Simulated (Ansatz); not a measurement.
**AlF2H4N: two geometries relaxed**

Aim: relax the geometries before and after the reaction (ligand exchange), and see whether they are two minima and how far apart in energy. Meant to form: Al1–N5, H8–F2; to break: Al1–F2, H8–N5. The start is a guess near the saddle point, from which both ends are pulled out.

Program: Ansatz 0.2.0. Level of theory: RKS PBE0/def2-SVP. These are calculated values, not measurements.

### Step 1. Starting point

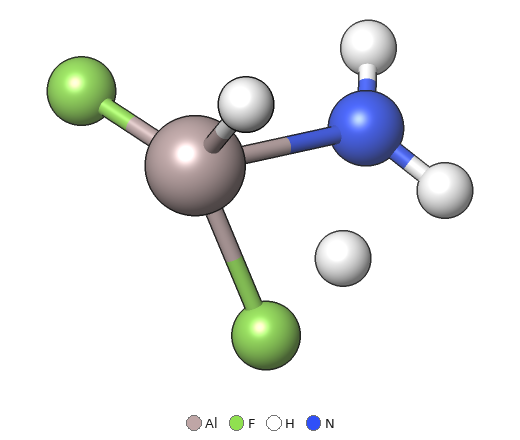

Start, viewed from a chosen angle; aluminium light grey, fluorine green, hydrogen white, nitrogen blue.

Coordinates:

```xyz
8

Al    0.0000    0.0000    0.0000
F     0.0000    0.0000    2.0400
H     1.3510    0.0000   -0.7800
F    -1.4635    0.0000   -0.8450
N     0.0928   -2.1047    0.7000
H    -0.4256   -2.8627    0.1705
H     0.6555   -2.3517    1.5637
H     0.0544   -1.2334    1.7877
```

### Step 2. Pulling towards end A

Springs on the bonds that form and break draw the guess towards this end; the thresholds are loose.

The input, input.yaml:

```yaml
crystal:
  periodic: [false, false, false]
  atoms:
    - { symbol: Al, position_ang: [0.0, 0.0, 0.0] }
    - { symbol: F, position_ang: [0.0, 0.0, 2.04] }
    - { symbol: H, position_ang: [1.351, 0.0, -0.78] }
    - { symbol: F, position_ang: [-1.4635, 0.0, -0.845] }
    - { symbol: "N", position_ang: [0.0928, -2.1047, 0.7] }
    - { symbol: H, position_ang: [-0.4256, -2.8627, 0.1705] }
    - { symbol: H, position_ang: [0.6555, -2.3517, 1.5637] }
    - { symbol: H, position_ang: [0.0544, -1.2334, 1.7877] }
basis:
  gaussian: { orbitals: def2-SVP }
hamiltonian:
  xc: pbe0
relax:
  f_tol: 0.15
  max_steps: 25
  restrain:
    - { distance: [0, 4], at: 3.12, k: 30.0 }
    - { distance: [7, 1], at: 2.12, k: 30.0 }
    - { distance: [0, 1], at: 1.69, k: 30.0 }
    - { distance: [7, 4], at: 1.06, k: 30.0 }
```

The run is started by

```sh
ansatz run input.yaml --threads 2 --pin off --max-ram 3072MiB --backend cpu --events-out ev --progress --plain --runs-dir out
```

Output (excerpt; [...] marks lines left out):

```text
Warning: RAYON_NUM_THREADS=2 ignored (pool sized by the plan → 2); use --threads N
[...]
Functional definition: PBE0
[...]
826 factors; integrals over basis functions are off by at most 3.6e-4 eV
[...]
mean field -13569.59676535 eV, -498.6734833236 hartree, gradient 6.1e-5 eV, S^2 0.000000; 0 other end points of the search recorded, 0 dependent functions left out
[...]
reference -13569.59679492 eV, -498.6734844104 hartree; 21, 21 occupied and 59, 59 virtual orbitals, 826 factors
relax step   1: F+E_penalty+E_count = -13569.59676535 eV  Δ(F+E_penalty+E_count) = +0.000e0 eV  max|allowed force component| = 3.635e0 eV/Å  E_restraint = 26.75380180 eV  max|allowed force component, restraints' pulls added| = 3.086e1 eV/Å  Δτ_max = 0.0000 Å  (25 SCF iters, accepted)
[...]
relax step   3: F+E_penalty+E_count = -13570.16845665 eV  Δ(F+E_penalty+E_count) = -6.482e-1 eV  max|allowed force component| = 4.051e0 eV/Å  E_restraint = 2.88023773 eV  max|allowed force component, restraints' pulls added| = 7.562e0 eV/Å  Δτ_max = 0.1947 Å  (34 SCF iters, accepted)
[...]
relax step   5: F+E_penalty+E_count = -13571.78223867 eV  Δ(F+E_penalty+E_count) = -7.070e-1 eV  max|allowed force component| = 3.042e0 eV/Å  E_restraint = 0.05454567 eV  max|allowed force component, restraints' pulls added| = 1.811e0 eV/Å  Δτ_max = 0.1931 Å  (27 SCF iters, accepted)
[...]
relax step  10: F+E_penalty+E_count = -13572.27312085 eV  Δ(F+E_penalty+E_count) = -1.431e-2 eV  max|allowed force component| = 1.142e0 eV/Å  E_restraint = 0.01807131 eV  max|allowed force component, restraints' pulls added| = 7.041e-2 eV/Å  Δτ_max = 0.0767 Å  (27 SCF iters, accepted)
  distance Al 0 - N 4 = 3.0939 Å
  distance H 7 - F 1 = 2.1260 Å
  distance Al 0 - F 1 = 1.6822 Å
  distance H 7 - N 4 = 1.0394 Å
826 factors; integrals over basis functions are off by at most 6.0e-4 eV
[...]
mean field -13572.27312085 eV, -498.7718375740 hartree, gradient 1.1e-5 eV, S^2 0.000000; 1 other end points of the search recorded, 0 dependent functions left out
[...]
reference -13572.27315323 eV, -498.7718387642 hartree; 21, 21 occupied and 59, 59 virtual orbitals, 826 factors
Total energy: -13572.27315323 eV, -498.7718387642 hartree
Atom 0 at     0.030760     0.396410    -0.131723 Å, force     0.021016    -0.719321     0.572161 eV/Å
Atom 1 at    -0.179691     0.322669     1.535595 Å, force     0.013481     0.223555    -0.256065 eV/Å
Atom 2 at     1.428488     0.730426    -0.749695 Å, force    -0.018569    -0.016150    -0.008886 eV/Å
Atom 3 at    -1.356630     0.388269    -1.039065 Å, force    -0.008557     0.002441    -0.035179 eV/Å
Atom 4 at     0.129358    -2.475897     1.013787 Å, force    -0.203169     1.141926     0.193097 eV/Å
Atom 5 at    -0.644623    -3.133893     0.940825 Å, force     0.048611     0.028918     0.017685 eV/Å
Atom 6 at     0.956681    -2.990594     1.306916 Å, force    -0.015412    -0.004572    -0.013054 eV/Å
Atom 7 at    -0.099742    -1.789890     1.760260 Å, force     0.162600    -0.656797    -0.469759 eV/Å
Dipole moment:     0.235916    -0.395229     0.211490 e Å
```

It took 18 s on 2 threads of Arm Neoverse V1, shared host; peak memory 0.15 GiB.

The steps of the relaxation:

```tsv
step	energy from step 1 (eV)	largest force component (eV/Å)
1	0.0000	3.6349
2	0.0765	4.9531
3	-0.5717	4.0511
4	-1.4784	3.2507
5	-2.1855	3.0419
6	-2.3685	2.2309
7	-2.6243	1.3499
8	-2.6543	1.0577
9	-2.6620	0.7542
10	-2.6764	1.1419
```

Step 1 is the start. Energies and forces in the table leave out the springs, which the log lists apart; the run stops on the force with the springs' pull added.

After: Bond lengths: Al1–F2 1.682 Å, Al1–H3 1.564 Å, Al1–F4 1.658 Å, N5–H6 1.018 Å, N5–H7 1.017 Å, N5–H8 1.039 Å. Angles: F2–Al1–H3 120.8°, F2–Al1–F4 115.9°, H3–Al1–F4 122.2°, H6–N5–H7 108.2°, H6–N5–H8 108.1°, H7–N5–H8 107.8°.

Pairs that crossed the distance rule for bonds on the way: came closer N5–H8; moved apart Al1–N5.

### Step 3. Relaxing end A

It starts where the restrained run ended.

The input, input.yaml:

```yaml
crystal:
  periodic: [false, false, false]
  atoms:
    - { symbol: Al, position_ang: [0.03076, 0.39641, -0.131723] }
    - { symbol: F, position_ang: [-0.179691, 0.322669, 1.535595] }
    - { symbol: H, position_ang: [1.428488, 0.730426, -0.749695] }
    - { symbol: F, position_ang: [-1.35663, 0.388269, -1.039065] }
    - { symbol: "N", position_ang: [0.129358, -2.475897, 1.013787] }
    - { symbol: H, position_ang: [-0.644623, -3.133893, 0.940825] }
    - { symbol: H, position_ang: [0.956681, -2.990594, 1.306916] }
    - { symbol: H, position_ang: [-0.099742, -1.78989, 1.76026] }
basis:
  gaussian: { orbitals: def2-SVP }
hamiltonian:
  xc: pbe0
relax:
  f_tol: 0.03
  max_steps: 50
```

The run is started by

```sh
ansatz run input.yaml --threads 2 --pin off --max-ram 3072MiB --backend cpu --events-out ev --progress --plain --runs-dir out
```

Output (excerpt; [...] marks lines left out):

```text
Warning: RAYON_NUM_THREADS=2 ignored (pool sized by the plan → 2); use --threads N
[...]
[... 1 set-up line as earlier in the session ...]
[...]
817 factors; integrals over basis functions are off by at most 6.5e-4 eV
[...]
mean field -13572.27314044 eV, -498.7718382941 hartree, gradient 1.6e-5 eV, S^2 0.000000; 0 other end points of the search recorded, 0 dependent functions left out
[...]
reference -13572.27317275 eV, -498.7718394815 hartree; 21, 21 occupied and 59, 59 virtual orbitals, 817 factors
relax step   1: F+E_penalty+E_count = -13572.27314044 eV  Δ(F+E_penalty+E_count) = +0.000e0 eV  max|allowed force component| = 1.142e0 eV/Å  Δτ_max = 0.0000 Å  (24 SCF iters, accepted)
[...]
relax step   3: F+E_penalty+E_count = -13572.82150828 eV  Δ(F+E_penalty+E_count) = -3.622e-1 eV  max|allowed force component| = 1.179e0 eV/Å  Δτ_max = 0.1958 Å  (27 SCF iters, accepted)
[...]
reference -13573.44577529 eV, -498.8149318298 hartree; 21, 21 occupied and 59, 59 virtual orbitals, 817 factors
Total energy: -13573.44577529 eV, -498.8149318298 hartree
Atom 0 at     0.057019    -0.097439     0.180576 Å, force     0.007065    -0.016093     0.003662 eV/Å
Atom 1 at    -0.235392     0.674613     1.645778 Å, force    -0.003215     0.002089    -0.001649 eV/Å
Atom 2 at     1.456262     0.136173    -0.522982 Å, force    -0.003593     0.004019     0.001099 eV/Å
Atom 3 at    -1.299022    -0.297750    -0.793666 Å, force     0.000836     0.001874     0.000200 eV/Å
Atom 4 at     0.089787    -1.993655     0.924012 Å, force     0.002320    -0.000595    -0.000736 eV/Å
Atom 5 at    -0.653945    -2.530916     0.474025 Å, force    -0.003888     0.003138    -0.000086 eV/Å
Atom 6 at     0.967862    -2.500030     0.805665 Å, force    -0.000174     0.001424    -0.003327 eV/Å
Atom 7 at    -0.117970    -1.943495     1.923491 Å, force     0.000648     0.004145     0.000837 eV/Å
Dipole moment:     0.260635    -1.175705     0.356688 e Å
```

It took 17 s on 2 threads of Arm Neoverse V1, shared host; peak memory 0.15 GiB.

Relaxation path:

```tsv
step	energy from step 1 (eV)	largest force component (eV/Å)
1	0.0000	1.1419
2	-0.1861	0.9146
3	-0.5484	1.1791
4	-0.9411	0.4123
5	-1.0582	1.1426
6	-1.1566	0.4853
7	-1.1585	0.4293
8	-1.1717	0.0577
9	-1.1726	0.0161
```

Step 1 is the start.

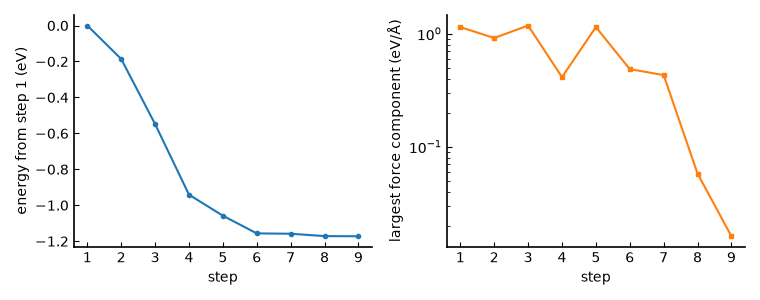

How energy and force went from step to step.

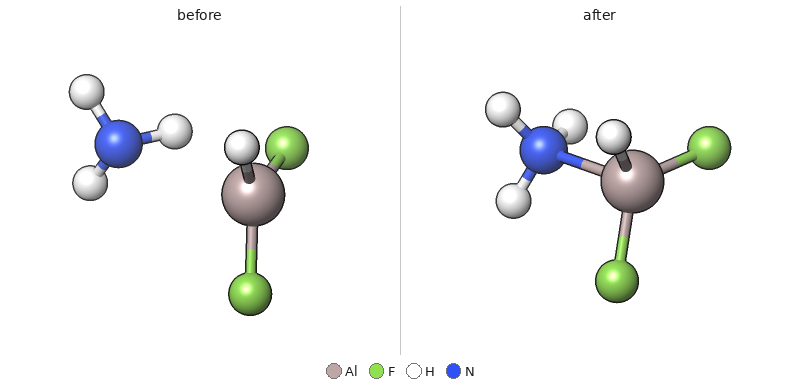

Before and after, at one scale.

After: Bond lengths: Al1–F2 1.682 Å, Al1–H3 1.583 Å, Al1–F4 1.682 Å, Al1–N5 2.037 Å, N5–H6 1.022 Å, N5–H7 1.021 Å, N5–H8 1.022 Å. Angles: F2–Al1–H3 118.2°, F2–Al1–F4 114.8°, F2–Al1–N5 96.4°, H3–Al1–F4 118.2°, H3–Al1–N5 106.6°, F4–Al1–N5 96.5°, Al1–N5–H6 108.5°, Al1–N5–H7 115.7°, Al1–N5–H8 107.9°, H6–N5–H7 108.3°, H6–N5–H8 108.0°, H7–N5–H8 108.2°.

Pairs that crossed the distance rule for bonds on the way: came closer Al1–N5.

[end of part 1 of 2]
